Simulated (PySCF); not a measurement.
Vertical excitations of a molecule C4H6Ge from TDDFT-PBE/def2-SVPD (PySCF), as energy in eV (oscillator strength): 4.53 (0.000), 5.21 (0.158), 5.69 (0.000), 5.92 (0.001), 6.05 (0.046), 6.08 (0.001), 6.33 (0.019), 6.41 (0.000), 6.53 (0.001), 6.53 (0.071). Lowest triplet (TDA): 3.30 eV. Coordinates come from a B3LYP-D3(BJ)/def2-SVP optimisation. The values are those of a single conformer.

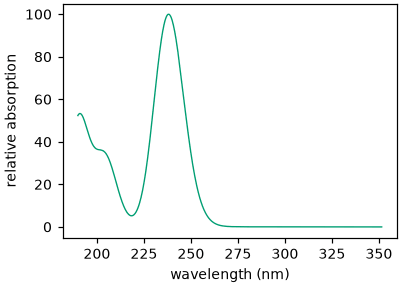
Fig. 1. The lines broadened by 0.4 eV.

Which molecule gave these data?
(A) C#C[C](=C)[GeH3]
(B) C1=[CH][GeH2][CH]=C1
(C) C#C/C=[CH]/[GeH3]

A, C#C[C](=C)[GeH3]
